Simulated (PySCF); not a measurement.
# Ru₂Cl⁺: singlet, from a bent start

Where does singlet Ru₂Cl⁺ go from a bent start, is the end point a minimum, and what are its modes, charges and moments?

Method: PBE0, basis Cl def2-SVP, Ru def2-SVP with ECP28, scalar-relativistic core potentials, no spin–orbit coupling, density fitting; program: PySCF 2.14.0.

## (1) The starting structure

3 atoms, charge 1, spin multiplicity 1.

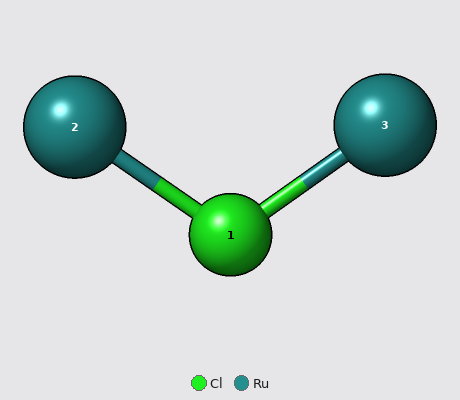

As it starts; chlorine green, ruthenium teal; atoms are numbered from 1 in the order of the file.

Coordinates in bohr (charge 1 multiplicity 1):
```
Cl    0.0000    0.0000   -2.0309
Ru    3.3981    0.0000    0.3485
Ru   -3.3981    0.0000    0.3485
```

## (2) Relaxing the singlet from the bent start

The steps below are one call of a driver around PySCF. For each, scf.py gives the equivalent set-up of the SCF; relaxations use the driver's own optimiser. Before each start the driver seeks the lowest SCF state from one or more starting densities and follows internal instabilities, so scf.py alone need not reach the same state.

The program finds C2v symmetry in the start, which this walk keeps. Threshold on the gradient: 0.0003 Eh/bohr, with a further test on the energy change.

scf.py reads:

```python
from pyscf import gto, scf, dft
mol = gto.M(atom='''
Cl     0.000000     0.000000    -1.074705
Ru     1.798200    -0.000000     0.184395
Ru    -1.798200     0.000000     0.184395''',
    basis={'Cl': 'def2-SVP', 'Ru': 'def2-SVP'},
    ecp={'Ru': 'def2-SVP'},
    charge=1, spin=0)
mf = dft.RKS(mol, xc='PBE0')
mf.grids.atom_grid = (50, 194)
aux = {'Cl': 'def2-universal-JKFIT', 'Ru': 'def2-universal-JKFIT'}
mf = mf.density_fit(auxbasis=aux)
mf.kernel()
```

Steps of the walk:

```
step  energy (Eh)  change (kJ/mol)  largest symmetric gradient (Eh/bohr)
   0  -649.138292             0.00                               0.01372
   1  -649.139180            -2.33                               0.00996
   2  -649.140011            -4.51                               0.00309
   3  -649.140072            -4.67                               0.00182
   4  -649.140175            -4.94                               0.00164
   5  -649.140354            -5.41                               0.00291
   6  -649.140449            -5.66                               0.00230
   7  -649.140542            -5.91                               0.00062
   8  -649.140548            -5.92                               0.00011
   9  -649.140547            -5.92                               0.00001
```

The walk took 14 s on 4 threads, shared host.

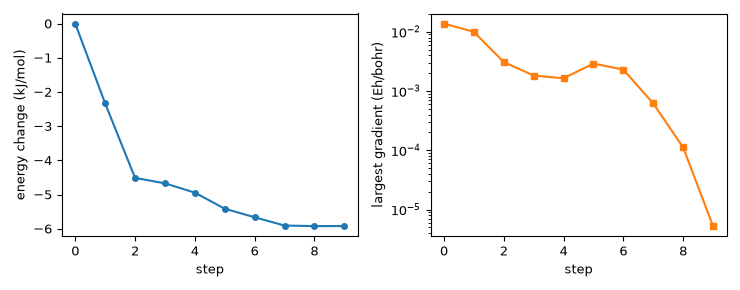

How energy and gradient fall.

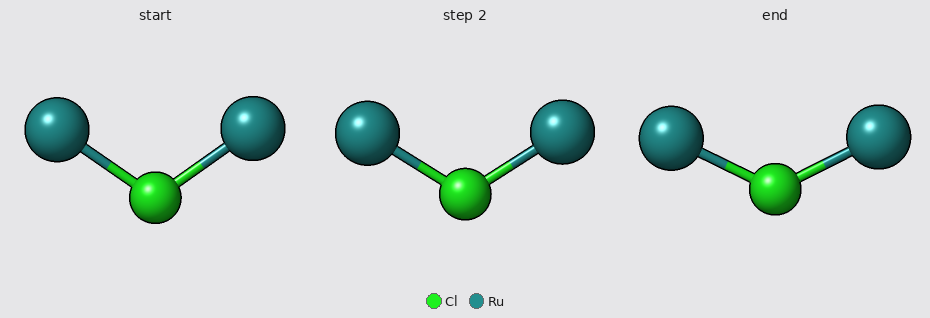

Start and end of the relaxation, with a step between.

After 9 steps and 5.9 kJ/mol it ends at C2v: Cl–Ru 2.126 Å (×2); Ru–Cl–Ru 127.1°.

## (3) Is it a minimum? Harmonic modes

On the finer grid the gradient is checked again; gradients at displacements of ±0.01 bohr then give force constants and infrared intensities.

Edit scf.py of step 2 so:

```diff
@@ -3,3 +3,3 @@
-Cl     0.000000     0.000000    -1.074705
-Ru     1.798200    -0.000000     0.184395
-Ru    -1.798200     0.000000     0.184395''',
+Cl    -0.000000     0.000000    -0.837304
+Ru     1.882916    -0.000000     0.153179
+Ru    -1.882916     0.000000     0.153179''',
@@ -10 +10 @@
-mf.grids.atom_grid = (50, 194)
+mf.grids.atom_grid = (75, 302)
```

This SCF starts from the last density.

SCF at the final geometry:

```text
init E= -649.140589289795
  HOMO = -0.384602579980277  LUMO = -0.316712908683218  gap/eV = 1.84737
cycle= 1 E= -649.140589184721  delta_E= 1.05e-07  |g|= 0.000647  |ddm|= 0.000567
  HOMO = -0.384589475821189  LUMO = -0.316712286578037  gap/eV = 1.84703
cycle= 2 E= -649.140575809389  delta_E= 1.34e-05  |g|= 0.00728  |ddm|= 0.00631
  HOMO = -0.384601747106112  LUMO = -0.316712612781507  gap/eV = 1.84736
cycle= 3 E= -649.140589291132  delta_E= -1.35e-05  |g|= 1.01e-05  |ddm|= 0.00581
  HOMO = -0.384602298422743  LUMO = -0.316713063100131  gap/eV = 1.84736
cycle= 4 E= -649.140589291221  delta_E= -8.94e-11  |g|= 7.9e-06  |ddm|= 2.4e-05
  HOMO = -0.38460222460069  LUMO = -0.316713177152646  gap/eV = 1.84736
Extra cycle  E= -649.140589290531  delta_E= 6.9e-10  |g|= 5.97e-05  |ddm|= 7.94e-05
converged SCF energy = -649.140589290531
```

The whole step took 18 s.

Geometry: C2v; Cl–Ru 2.128 Å (×2); Ru–Cl–Ru 124.5°.

Modes, for the most abundant isotopes:

| symmetry | ω (cm⁻¹) | IR (km/mol) |
| --- | --- | --- |
| a1 | 53 | 0.5 |
| a1 | 241 | 3.5 |
| b2 | 525 | 0.0 |

Every mode is real; the point is a minimum.

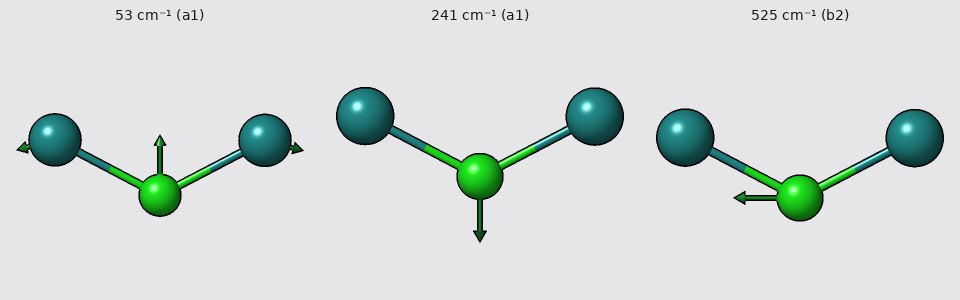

How the atoms move in 3 of the modes.

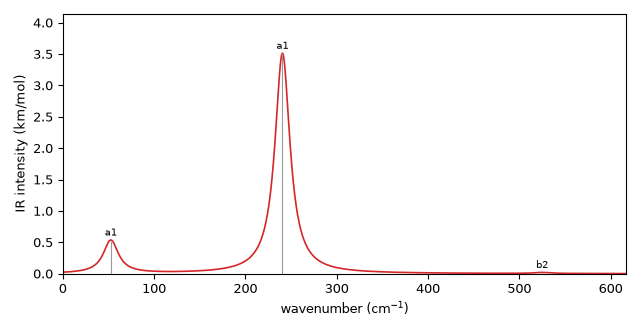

The harmonic infrared spectrum (widths in cm⁻¹). Lines are broadened to a width of 20 cm⁻¹ (Lorentzian).

Properties at this point:

```yaml
Dipole_moment_about_the_centre_of_mass: 1.58 D
Highest_occupied_level: -10.47 eV
Lowest_empty_level: -8.62 eV
Rotational_constants: 0.5757, 0.02333, 0.02242 cm⁻¹
Zero-point_energy: 4.9 kJ/mol
Principal_polarisabilities: 37.9, 43.7, 75.2 bohr³
Principal_traceless_quadrupole_moments_about_the_centre_of_mass: -16.97, -10.84, 27.81 D Å
Entropy_at_298.15_K_and_1_bar: 318.6 J/(mol K)
Heat_capacity_Cp_at_298.15_K: 54.0 J/(mol K)
Enthalpy_at_298.15_K_above_0_K: 13.95 kJ/mol
Rotational_symmetry_number: 2
```

Charges (e) and bond orders:

```json
{"atom": "Cl1", "Mulliken": "0.01", "Löwdin": "0.79", "polar tensor": "-0.09", "Mayer order to Cl1": "–"}
{"atom": "Ru2,3", "Mulliken": "0.49", "Löwdin": "0.11", "polar tensor": "0.55", "Mayer order to Cl1": "1.01"}
```

Mulliken populations on Cl1: s 5.91, p 10.97, d 0.11.

## (4) Would spin polarisation lower it?

At the lowest minimum the closed shell is tested against spin polarisation, on the (50, 194) grid. It is unstable: an open-shell solution lies lower. That solution was not followed to a minimum here.

## (5) What came out

| quantity | value |
| --- | --- |
| minimum | singlet, C2v (closed shell, unstable towards spin polarisation) |
| geometry | Cl–Ru 2.128 Å (×2); Ru–Cl–Ru 124.5° |
| wavenumbers (cm⁻¹) | 53 (a1), 241 (a1), 525 (b2) |
| dipole moment (centre of mass) | 1.58 D |
| highest occupied, lowest empty level | -10.47, -8.62 eV |
| polar-tensor charge of Cl1 | -0.09 e |
| zero-point energy | 4.9 kJ/mol |

What this shows: The molecule stays C2v, as typed, and the end point is a minimum. In the infrared the band at 241 cm⁻¹ (a1) leads. Only this shape and spin were tried, so other structures or states may lie lower. Take wavenumbers under 90 cm⁻¹ as rough. Spin polarisation would lower this closed shell, so its numbers describe a constrained state.

The search up to here took 38 s.
